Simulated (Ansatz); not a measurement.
**LaP (model cell, started as zinc blende): the cell at rest**

Task: relax LaP (model cell, started as zinc blende) tightly.

Calculated with Ansatz 0.2.0; DFT PBEsol, scalar-relativistic, plane waves, norm-conserving pseudopotentials.

The structure was built from a prototype and need not be the compound's stable phase.

## 1. The starting structure

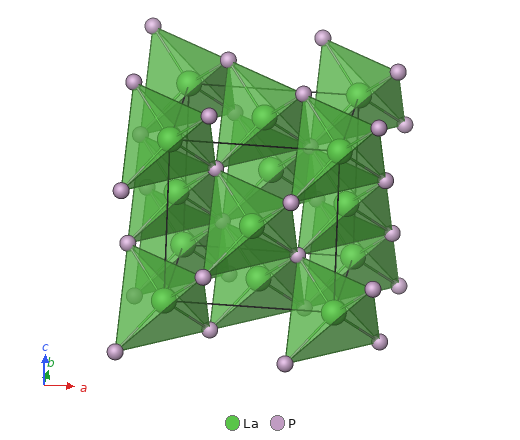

The starting structure, seen slightly off an axis (lanthanum green, phosphorus pink). This picture shows the conventional cell, with its axes. Some periodic images of atoms are drawn too.

Structure file:

```cif
data_structure
_symmetry_space_group_name_H-M 'P 1'
_symmetry_Int_Tables_number 1
_cell_length_a 4.5743
_cell_length_b 4.5743
_cell_length_c 4.5743
_cell_angle_alpha 60.000
_cell_angle_beta 60.000
_cell_angle_gamma 60.000
_cell_volume 67.68
loop_
_atom_site_label
_atom_site_type_symbol
_atom_site_fract_x
_atom_site_fract_y
_atom_site_fract_z
_atom_site_occupancy
La1 La 0.00000 0.00000 0.00000 1
P2 P 0.25000 0.25000 0.25000 1
```

## 2. Probe on a coarse mesh

First a cheap look: the gap decides the mesh and the occupations, the pressure tells how far the cell has to move.

The input, input.yaml:

```yaml
crystal:
  lattice:
    - [0.0, 3.23455, 3.23455]
    - [3.23455, 0.0, 3.23455]
    - [3.23455, 3.23455, 0.0]
  atoms:
    - { symbol: La, position: [0.0, 0.0, 0.0] }
    - { symbol: P, position: [0.25, 0.25, 0.25] }
kpoints:
  mp_grid: { grid: [6, 6, 6] }
hamiltonian:
  xc: pbesol
  pseudopotentials: { kind: nc }
scf:
  occupations: { method: gaussian, width: 0.1 }
output:
  forces: true
  stress: true
  eigenvalues: true
```

Run with:

```bash
$ ansatz run input.yaml --threads 4 --pin off --max-ram 7168MiB --backend cpu --events-out ev --progress --plain --runs-dir out
```

Numbers of over 12 decimals in the logs are rounded to 6 here.

Log:

```text
Engine: ansatz 0.2.0, aarch64-unknown-linux-gnu
Pseudopotentials: kind: nc
Pseudopotential: La, nc, valence charge 11, recommended cutoff 1496.626244 eV (normal), La.nc.azcp (PseudoDojo's, or run here from an input of PseudoDojo's: the run reads no file of this project's for it)
[...]
P = ⅓ Tr σ = 1.7792 GPa (17.792 kbar)
--- Band table (eV; the first three rows and the last of 16) ---
  k-point 0: bands = [... 4 lower, -2.2080, 4.9293, 4.9293, 4.9293, 8.0220, 9.3188, 9.3188, 9.3188]
  k-point 1: bands = [... 4 lower, -2.0164, 4.7776, 5.0557, 5.0557, 8.4835, 9.0458, 9.0458, 9.2876]
  k-point 2: bands = [... 4 lower, -1.6781, 4.8858, 5.2761, 5.2761, 8.8284, 8.9921, 8.9921, 9.2278]
  k-point 15: bands = [... 4 lower, -1.2778, 4.6399, 5.7191, 6.3373, 7.7457, 8.9202, 9.1863, 9.3022]
[key lines of the parts left out:]
SCF converged after 7 iterations
Free energy (F): -1145.825468 eV
Fermi energy:    7.044235 eV
```

It took 2.1 s on 4 threads of Arm Neoverse V2, shared host; peak memory 0.51 GiB.

Numbers from this step:

| Item | Value |
| --- | --- |
| pressure | 1.779 GPa |
| gap on the k-mesh | 1.402 eV |
| volume per atom | 33.84 Å³ |
| direct gap on mesh | 1.408 eV |

The coarse mesh shows a gap of 1.40 eV and a pressure of 1.8 GPa.

## 3. Relaxation

Harmonic phonons are second derivatives at a point where the forces vanish, and they are wanted at zero stress, so atoms and cell are relaxed first.

input.yaml, the sections that differ from step 2:

```yaml
scf:
  occupations: { method: gaussian, width: 0.02 }
output:
  forces: true
  stress: true
  eigenvalues: true
  write_density: true
  write_potential: true
  elf: true
  volumetric_format: npy
relax:
  adjacent_minimum: "off"
  f_tol: 0.005
  max_steps: 80
  cell: { stress_tol: 0.05 }
# crystal, kpoints, hamiltonian: as in step 2
```

Log:

```text
[...]
Crystal: 2 atoms, lattice volume = 67.682 Å³
Basis set: ecut = 1496.626244 eV, 8873 PW (Γ), exchange–correlation on 120×120×120 points (8 copies of the dense FFT grid, shifted against one another)
Bands: 12, of which v1, the nominal top of the filled ones, is band 8 counted from 1 (7 counted from 0)
Symmetry: 24 space group operations
[...]
k-points: 16 of 216 (time reversal used)
[...]
SCF iter   1: F=—  HF=-1146.274061 eV  |F-HF|=—  |Δ(HF+E_count)|=         —  Δρ=3.09e-2  dr2=1.45e0  ethr=3.10e-3  ⟨swp⟩=20.1  Hψ=3288  notcnv=0
[...]
SCF iter   7: F=-1145.825468 eV  HF=-1145.825468 eV  |F-HF|=1.79e-9  |Δ(HF+E_count)|=   1.44e-7  Δρ=6.07e-6  dr2=7.63e-9  ethr=6.25e-10  ⟨swp⟩=18.6  Hψ=2237  notcnv=0
SCF 1 converged in 7 iterations: F = -1145.825468 eV  dr2 = 7.63e-9
  Residual-converged pass: ⟨swp⟩=1.4  Hψ=263  notcnv=0  max |occ|·‖R‖ = 6.9e-9 eV (tolerance 1.0e-8 eV)  dr2=7.63e-9  max |Δocc| = 0.0e0
relax step   1: F+E_penalty+E_count = -1145.82546813 eV  Δ(F+E_penalty+E_count) = +0.000e0 eV  max|allowed force component| = 5.089e-17 eV/Å  Δτ_max = 0.0000 Å  P = +1.779 GPa  Ω = 67.682 Å³  (7 SCF iters, dr2 threshold 1.00e-7 eV, accepted)
Crystal: 2 atoms, lattice volume = 72.040 Å³
Basis set: ecut = 1496.626244 eV, 9409 PW (Γ), exchange–correlation on 120×120×120 points (8 copies of the dense FFT grid, shifted against one another)
[...]
iter 1 solved again at ethr=4.67e-5 eV; its pass at ethr=3.10e-3 eV (dr2=7.48e-3 eV) is discarded
[...]
SCF iter   6: F=-1145.829620 eV  HF=-1145.829620 eV  |F-HF|=3.35e-9  |Δ(HF+E_count)|=   4.23e-7  Δρ=3.19e-6  dr2=4.87e-9  ethr=1.25e-9  ⟨swp⟩=19.1  Hψ=2123  notcnv=0
SCF 2 converged in 6 iterations: F = -1145.829620 eV  dr2 = 4.87e-9
[...]
relax step   2: F+E_penalty+E_count = -1145.82961996 eV  Δ(F+E_penalty+E_count) = -4.152e-3 eV  max|allowed force component| = 1.386e-16 eV/Å  Δτ_max = 0.0000 Å  P = -1.320 GPa  Ω = 72.040 Å³  energy of the carried Pulay correction = -9.330e-5 eV  (6 SCF iters, dr2 threshold 2.00e-7 eV, accepted)
Crystal: 2 atoms, lattice volume = 70.117 Å³
Basis set: ecut = 1496.626244 eV, 9257 PW (Γ), exchange–correlation on 120×120×120 points (8 copies of the dense FFT grid, shifted against one another)
[...]
SCF iter   5: F=-1145.838106 eV  HF=-1145.838106 eV  |F-HF|=1.66e-8  |Δ(HF+E_count)|=   7.10e-7  Δρ=1.26e-5  dr2=1.09e-7  ethr=1.25e-9  ⟨swp⟩=17.2  Hψ=2301  notcnv=0
SCF 3 converged in 5 iterations: F = -1145.838106 eV  dr2 = 1.09e-7
relax step   3: F+E_penalty+E_count = -1145.83810563 eV  Δ(F+E_penalty+E_count) = -8.486e-3 eV  max|allowed force component| = 6.621e-17 eV/Å  Δτ_max = 0.0000 Å  P = -0.060 GPa  Ω = 70.117 Å³  energy of the carried Pulay correction = -5.285e-5 eV  (5 SCF iters, dr2 threshold 2.00e-7 eV, accepted)
[...]
relax step   4: F+E_penalty+E_count = -1145.83812371 eV  Δ(F+E_penalty+E_count) = -1.808e-5 eV  max|allowed force component| = 1.044e-16 eV/Å  Δτ_max = 0.0000 Å  P = -0.003 GPa  Ω = 70.034 Å³  energy of the carried Pulay correction = -5.109e-5 eV  (5 SCF iters, dr2 threshold 8.98e-9 eV, accepted)
[...]
SCF iter   1: F=—  HF=-1145.838129 eV  |F-HF|=—  |Δ(HF+E_count)|=         —  Δρ=8.48e-6  dr2=1.67e-9  ethr=1.46e-7  ⟨swp⟩=5.1  Hψ=4234  notcnv=0
eigensolver tolerance schedule: the retry pair's looser diagonalisation over-reported the residual by 13927.89 of it (diagonalisation noise at 1.90 of the residual, at the tolerance the schedule requests for it); recorded, not acted on — ethr = c·dr2/N_el stays at c = 1.0e-1
SCF iter   2: F=—  HF=-1145.838179 eV  |F-HF|=—  |Δ(HF+E_count)|=   4.99e-5  Δρ=4.34e-6  dr2=1.25e-9  ethr=1.05e-11  ⟨swp⟩=5.2  Hψ=609  notcnv=0
[...]
SCF iter   5: F=-1145.838179 eV  HF=-1145.838179 eV  |F-HF|=4.55e-13  |Δ(HF+E_count)|=  8.82e-11  Δρ=5.96e-8  dr2=2.87e-12  ethr=1.00e-12  ⟨swp⟩=8.9  Hψ=1286  notcnv=0
SCF 5 converged in 5 iterations: F = -1145.838179 eV  dr2 = 2.87e-12
relax step   5: F+E_penalty+E_count = -1145.83817893 eV  Δ(F+E_penalty+E_count) = -5.523e-5 eV  max|allowed force component| = 9.628e-17 eV/Å  Δτ_max = 0.0000 Å  P = -0.002 GPa  Ω = 70.034 Å³  stress off target by 1.86e-3 GPa  SCF on the basis re-selected at this cell (its energy is not comparable with the rows above)  (5 SCF iters)
basis re-selected at this cell: Δ(F+E_penalty+E_count) = -5.523e-5 eV, ΔP = +0.001 GPa vs the last step (what re-selecting the basis moved, of the pressure what is left beyond the Pulay correction that the steps carried, after the strain that the cell walked since its last selection, with what the two solves' SCF thresholds leave and, on support functions, any second-order correction that the steps lacked; it is no m [...]
SCF converged after 5 iterations
Free energy (F): -1145.838179 eV
[...]
Internal energy: -1145.838179 eV  (E = F + TS)
E sigma→0 (E₀):  -1145.838179 eV
Fermi energy:    6.705841 eV
[...]
--- Stress (GPa, compression-positive) ---
       -0.001862      -0.000000      -0.000000
       -0.000000      -0.001862       0.000000
       -0.000000       0.000000      -0.001862
  P = ⅓ Tr σ = -0.0019 GPa (-0.019 kbar)
--- Band table (eV; the first three rows and the last of 16) ---
  k-point 0: bands = [... 4 lower, -2.4773, 4.6682, 4.6682, 4.6682, 7.6569, 8.8842, 8.8842, 8.8842]
  k-point 1: bands = [... 4 lower, -2.3031, 4.5110, 4.7878, 4.7878, 8.1036, 8.6731, 8.6731, 8.8565]
  k-point 2: bands = [... 4 lower, -1.9913, 4.5881, 4.9973, 4.9973, 8.4364, 8.6116, 8.6116, 8.8011]
  k-point 15: bands = [... 4 lower, -1.6244, 4.3747, 5.3968, 5.9899, 7.4218, 8.5352, 8.7638, 8.8690]
--- Relaxed structure (4 steps of the walk, 4 accepted, 1 SCFs on fresh bases) ---
  F+E_penalty+E_count = -1145.83817893 eV   max|allowed force component| = 9.628e-17 eV/Å   (the final SCF, on the basis selected at the relaxed cell)
  cell:  # Å, volume = 70.0338 Å³
    - [0, 3.271593, 3.271593]
    - [3.271593, 0, 3.271593]
    - [3.271593, 3.271593, 0]
  atoms:
    - { symbol: La, position: [0, 0, 0] }
    - { symbol: P, position: [0.250000, 0.250000, 0.250000] }
```

The job ended after 13 s (4 threads; peak memory 0.59 GiB).

The steps of the relaxation:

```tsv
step	energy less that of the first step (eV)	largest force component (eV/Å)	pressure (GPa)	volume (Å³)
1	0.0000	0.0000	1.78	67.68
2	-0.0042	0.0000	-1.32	72.04
3	-0.0126	0.0000	-0.06	70.12
4	-0.0127	0.0000	0.00	70.03
5*	-0.0127	0.0000	0.00	70.03
```

Relaxation steps marked * repeat the geometry before them on a plane-wave basis chosen anew for their cell, so energy and pressure can jump there.

The run keeps the 24 symmetry operations that it works with, so distortions that break them were not tested.

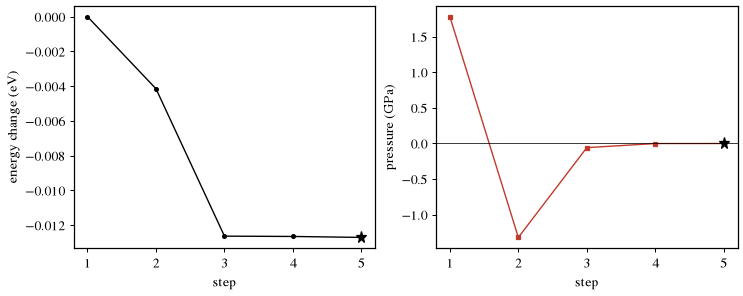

Energy and pressure along the relaxation. Stars mark steps on a basis chosen anew.

```tsv
conventional cell, symmetrised	before	after	change
a (Å)	6.469	6.543	+1.1 %
b (Å)	6.469	6.543	+1.1 %
c (Å)	6.469	6.543	+1.1 %
volume (Å³/atom)	33.84	35.02	+3.5 %
```

Final coordinates:

```cif
data_structure
_symmetry_space_group_name_H-M 'P 1'
_symmetry_Int_Tables_number 1
_cell_length_a 4.6267
_cell_length_b 4.6267
_cell_length_c 4.6267
_cell_angle_alpha 60.000
_cell_angle_beta 60.000
_cell_angle_gamma 60.000
_cell_volume 70.03
loop_
_atom_site_label
_atom_site_type_symbol
_atom_site_fract_x
_atom_site_fract_y
_atom_site_fract_z
_atom_site_occupancy
La1 La 0.00000 0.00000 0.00000 1
P2 P 0.25000 0.25000 0.25000 1
```

This step gave:

- pressure: -0.001862 GPa
- gap on the k-mesh: 1.432 eV
- volume per atom: 35.02 Å³
- direct gap on mesh: 1.432 eV

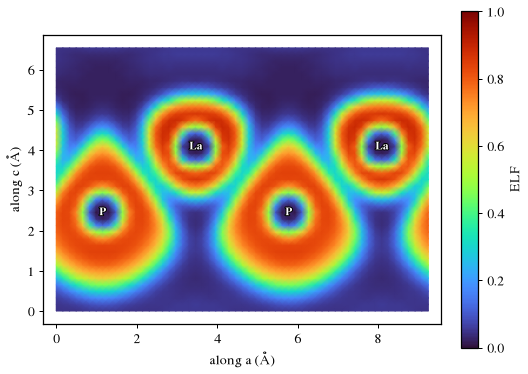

ELF in the ac plane of a cell with a along [110], b along [-110] and c along [001] of the cube at fractional y = 0.000, with atoms of La and P within 0.2 Å of it. It is the smooth field of the valence electrons, not physical close to the nuclei. The map starts off the cell's origin, so that atoms lie inside it.

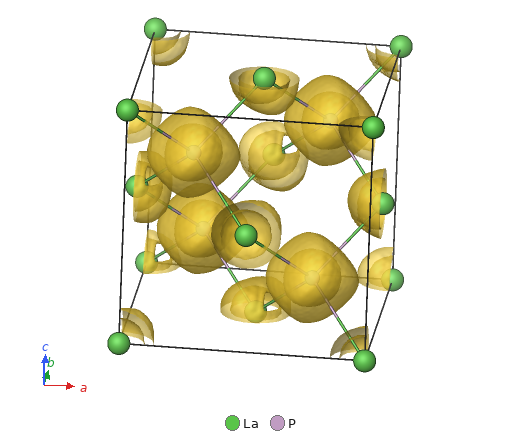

Surface of ELF = 0.81. Bonds to atoms that aren't drawn are left out.

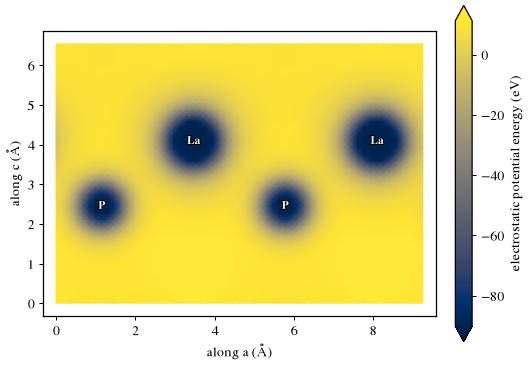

Electrostatic potential energy in the ac plane of a cell with a along [110], b along [-110] and c along [001] of the cube at fractional y = 0.000, with atoms of La and P within 0.2 Å of it. With pseudopotentials it is smooth inside the atoms' cores, unlike the true potential. The map starts off the cell's origin, so that atoms lie inside it.

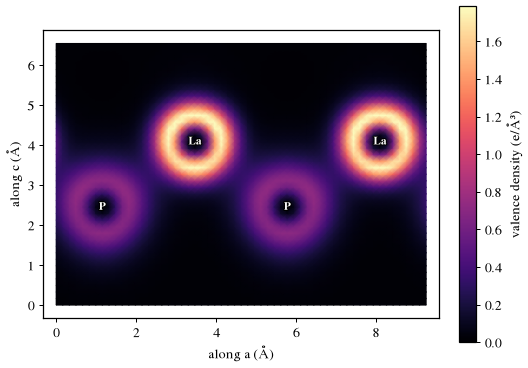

Valence density in the ac plane of a cell with a along [110], b along [-110] and c along [001] of the cube at fractional y = 0.000, with atoms of La and P within 0.2 Å of it. It is the smooth field of the valence electrons, not physical close to the nuclei. The map starts off the cell's origin, so that atoms lie inside it.

In this step the volume went from 33.84 to 35.02 Å³/atom.

## 4. Relaxing to small forces for the phonons

Phonons need a cell at rest on their own settings, so the relaxation is repeated with tight tolerances on forces and stress, using the mesh and the filling of the phonon run that follows.

The input, input.yaml:

```yaml
crystal:
  lattice:
    - [0.0, 3.2715932356, 3.2715932356]
    - [3.2715932356, 0.0, 3.2715932356]
    - [3.2715932356, 3.2715932356, 0.0]
  atoms:
    - { symbol: La, position: [0.0, 0.0, 0.0] }
    - { symbol: P, position: [0.25, 0.25, 0.25] }
kpoints:
  mp_grid: { grid: [8, 8, 8] }
hamiltonian:
  xc: pbesol
  pseudopotentials: { kind: nc }
scf:
  occupations: { method: fixed }
output:
  forces: true
  stress: true
  eigenvalues: true
relax:
  adjacent_minimum: "off"
  f_tol: 0.001
  max_steps: 60
  cell: { stress_tol: 0.01 }
```

Log:

```text
[...]
Crystal: 2 atoms, lattice volume = 70.034 Å³
Basis set: ecut = 1496.626244 eV, 9257 PW (Γ), exchange–correlation on 120×120×120 points (8 copies of the dense FFT grid, shifted against one another)
Bands: 12, of which v1, the nominal top of the filled ones, is band 8 counted from 1 (7 counted from 0)
[... 1 set-up line as in the run before ...]
[...]
k-point 28: bands = [... 4 lower, -1.6198, 4.7607, 4.9560, 5.9905, 7.3960, 8.5204, 8.7608, 8.8622]
--- Relaxed structure (1 steps of the walk, 1 accepted, 1 SCFs on fresh bases) ---
[...]
cell:  # Å, volume = 70.0338 Å³
    - [0.0, 3.2715932356, 3.2715932356]
    - [3.2715932356, 0.0, 3.2715932356]
    - [3.2715932356, 3.2715932356, 0.0]
  atoms:
    - { symbol: La, position: [0.0, 0.0, 0.0] }
    - { symbol: P, position: [0.25, 0.25, 0.25] }
[key lines of the parts left out:]
SCF converged after 11 iterations
Free energy (F): -1145.837830 eV
Fermi energy:    5.990464 eV
P = ⅓ Tr σ = 0.0047 GPa (0.047 kbar)
```

It took 13 s on 4 threads; peak memory 0.63 GiB.

Little changed from the start: no atom moved by 0.005 Å and no cell edge by 0.1 %.

This step gave:

```yaml
pressure: 0.004739 GPa
gap_on_the_k_mesh: 1.406 eV
direct_gap_on_mesh: 1.406 eV
```

The forces vanish by symmetry and the pressure is 0.005 GPa, within the tolerances set. The cell now holds 35.02 Å³/atom.

## 5. Outcome

* space group after relaxation (within 0.01 Å): F-43m
* lattice constant a: 6.543 Å
* lattice constant b: 6.543 Å
* lattice constant c: 6.543 Å
* volume per atom: 35.0 Å³
* gap on the k-mesh: 1.41 eV

**Reading.** The forces vanish by symmetry and the pressure is 0.005 GPa, within the tolerances set. The cell now holds 35.02 Å³/atom. The relaxation keeps the symmetry of its start, so it says nothing on stability against lower symmetry. Spin-orbit coupling is left out, which can matter for the heavy elements here. The starting cell was built on a prototype and not taken from a measurement, so the phase need not exist.

[Logs are printed without paths, hosts, clocks, repeated set-up lines and the standing remarks that a program may print on its own settings, such as how far it seeks lower states.]

[Hosts, paths, dates, database ids (printed as entryN), source tags and the programs' standing remarks are cut or masked in the printed files.]
